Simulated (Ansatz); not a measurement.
# FGaH2S: vertical ionisation energy

Aim: the vertical ionisation energy of FGaH2S, as cation minus neutral at the neutral's geometry, on several levels, and how well −ε(HOMO) stands in for it.

Computed with Ansatz 0.2.0, Gaussian basis. Level: unrestricted cation, the program's frozen cores in correlated methods.

Levels to be run: UKS PBE-D4/def2-TZVPP; UKS r2SCAN-D4/def2-TZVPP; UKS PBE0-D4/def2-TZVPP; UKS B3LYP-D4/def2-TZVPP; UKS wB97X-V/def2-TZVPP; UKS wB97M-V/def2-TZVPP; UKS B2PLYP/def2-TZVPP; UHF-CCSD(T)/def2-TZVPP; UHF-CCSD(T)/def2-QZVPP; extrapolation to the limit; then −ε(HOMO) from the neutral's earlier runs with LDA (SPW92), PBE-D4, revPBE-D4, BLYP-D4, r2SCAN-D4, B97M-V, PBE0-D4, B3LYP-D4, r2SCANh-D4, r2SCAN0-D4, HSE06-D4, BHLYP-D4, CAM-B3LYP-D4, LC-ωPBE, ωB97X-V, ωB97M-V.

## Step 1: Structure used throughout

All runs share one geometry, relaxed beforehand with PBE0-D4 in a triple-zeta def2 set.

SMILES `[F][GaH][SH]`, 5 atoms, charge 0, spin multiplicity 1.

Atoms are counted from 1 here; the program's logs count them from 0.

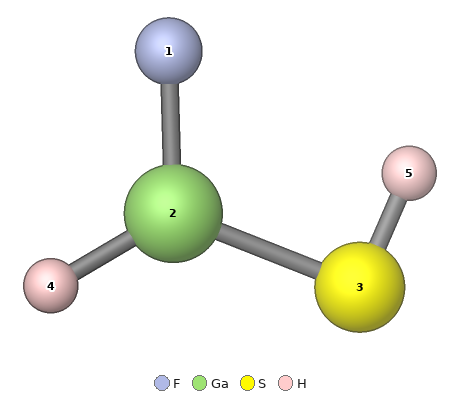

The structure; fluorine light blue, gallium green, sulfur yellow, hydrogen pink; atoms are numbered from 1 in the order of the file.

## Step 2: Cation, UKS PBE-D4/def2-TZVPP

in.yaml

```yaml
crystal:
  periodic: [false, false, false]
  atoms:
    - {symbol: F, position_ang: [-1.366219, 0.172983, 1.096359]}
    - {symbol: Ga, position_ang: [-0.381668, -0.506888, -0.188462]}
    - {symbol: S, position_ang: [1.494879, 0.566140, -0.490507]}
    - {symbol: H, position_ang: [-0.908579, -1.744626, -0.951462]}
    - {symbol: H, position_ang: [1.211489, 1.438792, 0.492671]}
basis:
  gaussian: {orbitals: def2-TZVPP}
total_charge: 1
magnetization: {spin_polarized: true, initial_magnetization: 1}
hamiltonian: {xc: pbe, dispersion: d4}
```

Command:

```bash
> ansatz run in.yaml --threads 2 --pin off --events-out ev --progress --plain --max-ram 32768MiB --backend cpu
```

After this run come: Cation, UKS r2SCAN-D4/def2-TZVPP; Cation, UKS PBE0-D4/def2-TZVPP; Cation, UKS B3LYP-D4/def2-TZVPP; Cation, UKS wB97X-V/def2-TZVPP; Cation, UKS wB97M-V/def2-TZVPP; Cation, UKS B2PLYP (frozen core)/def2-TZVPP; Cation, UHF-CCSD(T)/def2-TZVPP; Cation, UHF-CCSD(T)/def2-QZVPP.

**Question.** What will the summary of the whole plan be? Wanted: ionisation energy, CCSD(T)/CBS; nearest functional by difference; nearest −ε(HOMO); −ε(HOMO) of PBE; T1 of the cation.

The runs gave:

| quantity | value |
| --- | --- |
| ionisation energy, CCSD(T)/CBS | 10.61 eV |
| nearest functional by difference | B3LYP-D4 (-0.11 eV) |
| nearest −ε(HOMO) | ωB97X-V (-0.19 eV) |
| −ε(HOMO) of PBE | 6.86 eV |
| T1 of the cation | 0.016 |

In words: By cation minus neutral, the functionals miss by 0.24 eV at most. −ε(HOMO) of PBE misses by 3.8 eV, since self-interaction lifts the level. Among orbital estimates ωB97X-V comes nearest. Hartree-Fock falls 1.24 eV short, as the neutral has more correlation energy than the cation. Correlated methods include outer-core shells of Ga, which these sets cover unevenly. With outer-core shells in play the reference is unsure by up to some tenths of an eV, so close misses can't be ranked.
